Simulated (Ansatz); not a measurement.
**PH3 (SMILES P) at 5 levels**

Aim: a comparison of 5 runs (CAM-B3LYP/aug-cc-pVTZ, PBE-QIDH/aug-cc-pVTZ, r2SCAN/aug-cc-pVTZ, r2SCAN0/aug-cc-pVTZ, CCSD(T)/aug-cc-pVTZ) of PH3. 

Program for the calculation: Ansatz 0.2.0.

34 further runs of the same task are left out: 34 set aside as unsound or not needed.

## (1) The molecule

PH3 has 4 atoms, charge 0, and is taken as a singlet. As SMILES, `P`. The P1–H4 distance was set to 2.130 Å, away from the relaxed value. At this shape a bond of the SMILES string is far longer than usual.

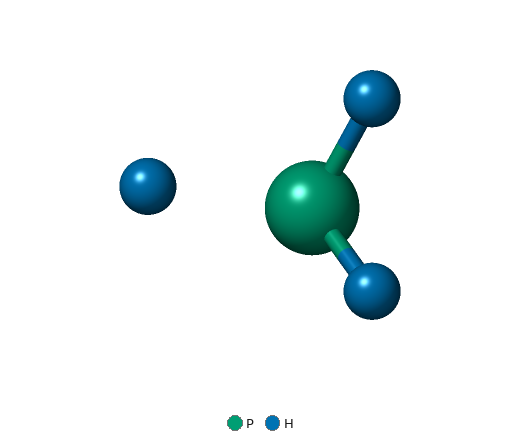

The structure, seen from a chosen angle (phosphorus teal, hydrogen blue).

## (2) A single-point energy at CAM-B3LYP/aug-cc-pVTZ (run 1)

File molecule.yaml:

```yaml
crystal:
  periodic: [false, false, false]
  atoms:
    - {symbol: P, position_ang: [0.504648, -1.001493, -0.180752]}
    - {symbol: H, position_ang: [0.789548, -0.708993, 1.179048]}
    - {symbol: H, position_ang: [-0.846852, -1.337993, 0.094848]}
    - {symbol: H, position_ang: [0.028700, 1.023500, -0.636900]}
basis:
  gaussian:
    orbitals: aug-cc-pVTZ
hamiltonian:
  xc: {name: CAM-B3LYP}
accuracy: high
output:
  orbitals: {seedname: orbitals}
```

Command:

```console
$ ansatz run molecule.yaml --threads 1 --pin off --max-ram 3480MiB --events-out events.jsonl --progress --plain --runs-dir runs
```

Log:

```text
Warning: RAYON_NUM_THREADS=1 ignored (pool sized by the plan → 1); use --threads N
Functional definition: CAM-B3LYP
  name "CAM-B3LYP"
  parameter alpha = 0.19
  parameter beta = 0.46
  parameter omega = 0.33/bohr
  parameter ac = 0.81
  exchange = (1 - alpha - beta)*b88_x + beta*b88_x_sr(omega) + alpha*exact_x + beta*exact_x_lr(omega)
  correlation = (1 - ac)*vwn5_c + ac*lyp_c
1851 factors; integrals over basis functions are off by at most 3.7e-9 eV
464 factors; integrals over basis functions are off by at most 2.0e-9 eV
mean field evaluation 1: about -9335.4635 eV, gradient 8.1e0 eV
mean field evaluation 2: about -9335.5970 eV, gradient 7.1e0 eV
mean field evaluation 4: about -9335.7723 eV, gradient 6.9e-1 eV
mean field evaluation 8: about -9335.7751 eV, gradient 3.7e-2 eV
mean field evaluation 16: about -9335.7751 eV, gradient 4.6e-6 eV
mean field -9335.77511561 eV, -343.0834074831 hartree, gradient 9.7e-8 eV, S^2 0.000000; 0 other end points of the search recorded, 0 dependent functions left out
reference -9335.77513447 eV, -343.0834081760 hartree; 9, 9 occupied and 110, 110 virtual orbitals, 1851 factors
Total energy: -9335.77513447 eV, -343.0834081760 hartree
```

It took 4.5 s on 1 thread of Intel Xeon Platinum 8488C (Sapphire Rapids), shared host; peak memory 0.35 GiB.

## (3) The energy at PBE-QIDH/aug-cc-pVTZ (run 2)

File molecule.yaml:

```yaml
crystal:
  periodic: [false, false, false]
  atoms:
    - symbol: P
      position_ang: [0.504648, -1.001493, -0.180752]
    - symbol: H
      position_ang: [0.789548, -0.708993, 1.179048]
    - symbol: H
      position_ang: [-0.846852, -1.337993, 0.094848]
    - symbol: H
      position_ang: [0.028700, 1.023500, -0.636900]
basis:
  gaussian: {orbitals: aug-cc-pVTZ}
hamiltonian: {xc: {name: PBE-QIDH}}
correlation: {frozen_orbitals: {H: 0, P: 5}}
accuracy: high
output: {orbitals: {seedname: orbitals}}
```

Command:

```console
$ ansatz run molecule.yaml --threads 1 --pin off --max-ram 3480MiB --events-out events.jsonl --progress --plain --runs-dir runs
```

Log (excerpt; [...] marks lines left out):

```text
Warning: RAYON_NUM_THREADS=1 ignored (pool sized by the plan → 1); use --threads N
Functional definition: PBE-QIDH
  name "PBE-QIDH"
[...]
1851 factors; integrals over basis functions are off by at most 3.7e-9 eV
[...]
mean field -9327.68353472 eV, -342.7860473699 hartree, gradient 1.8e-8 eV, S^2 0.000000; 0 other end points of the search recorded, 0 dependent functions left out; unrestricted orbitals would lower it
5 core orbitals not correlated: weight in the atoms' cores, before any rotation towards them, 1.000 or more for the frozen orbitals, at most 0.000 for the correlated occupied ones
reference -9327.68353654 eV, -342.7860474370 hartree; 4, 4 occupied and 110, 110 virtual orbitals, 1851 factors
second order -5.66870961 eV of doubles, -0.00000000 eV of singles
Total energy: -9329.57310641 eV, -342.8554878489 hartree
```

Wall time 5.1 s (1 thread of Intel Xeon Platinum 8488C (Sapphire Rapids), shared host); peak memory 0.3 GiB.

Runs 3 to 4 aren't shown in full; the table further down has their settings and results.

## (4) The energy at CCSD(T)/aug-cc-pVTZ (run 5)

File in.yaml:

```yaml
crystal:
  periodic: [false, false, false]
  atoms:
    - symbol: P
      position_ang: [0.504648, -1.001493, -0.180752]
    - symbol: H
      position_ang: [0.789548, -0.708993, 1.179048]
    - symbol: H
      position_ang: [-0.846852, -1.337993, 0.094848]
    - symbol: H
      position_ang: [0.028700, 1.023500, -0.636900]
basis:
  gaussian:
    orbitals: aug-cc-pVTZ
scf:
  omitted_lower_state_checks: [cluster_reference, increment]
correlation:
  method: ccsd_t
  frozen_orbitals: {H: 0, P: 5}
accuracy: high
```

Command:

```console
$ ansatz run in.yaml --threads 1 --pin off --max-ram 3480MiB --events-out events.jsonl --progress --plain --runs-dir runs
```

Log:

```text
Warning: RAYON_NUM_THREADS=1 ignored (pool sized by the plan → 1); use --threads N
[... 11 lines left out ...]
5 core orbitals not correlated: weight in the atoms' cores, before any rotation towards them, 1.000 or more for the frozen orbitals, at most 0.000 for the correlated occupied ones
[... 26 lines left out ...]
Total energy: -9323.33041266 eV, -342.6260730848 hartree
Checks for a lower state left out: cluster_reference, increment
```

It took 15 s on 1 thread of Intel Xeon Platinum 8488C (Sapphire Rapids), shared host; peak memory 1.1 GiB.

## (5) The series

```tsv
run	level	frozen core orbitals	energy (Eh)	HOMO energy (eV)	LUMO energy (eV)	HOMO–LUMO gap (eV)	wall time
1	CAM-B3LYP/aug-cc-pVTZ	–	-343.083408	-9.16	-1.29	7.87	4.5 s
2	PBE-QIDH/aug-cc-pVTZ	5	-342.855488	-9.50	-0.64	8.85	5.1 s
3	r2SCAN/aug-cc-pVTZ	–	-343.051353	-7.09	-3.00	4.10	5.1 s
4	r2SCAN0/aug-cc-pVTZ	–	-343.042417	-8.06	-2.21	5.85	6 s
5	CCSD(T)/aug-cc-pVTZ	5	-342.626073	–	–	–	15 s
```

## (6) Summary of results

| quantity | value |
| --- | --- |
| run 5: total energy | -342.62607 Eh |
| run 5: correlation energy (5 core orbitals frozen) | -223.4 mEh |
| run 5: (T) correction | -9.44 mEh |
| run 5: T1 diagnostic | 0.023 |

In words: Over runs 1, 2, 3, 4 the HOMO–LUMO gap runs from 4.10 eV (r2SCAN/aug-cc-pVTZ) to 8.85 eV (PBE-QIDH/aug-cc-pVTZ). A double hybrid's value is that of its SCF part. Totals of different functionals can't be ranked against each other. In runs 2, 5 the log says that unrestricted orbitals would lower the reference, so the values rest on an unstable closed-shell determinant (other closed-shell runs at this shape may share the fault). All runs together took 36 s, the longest 15 s.
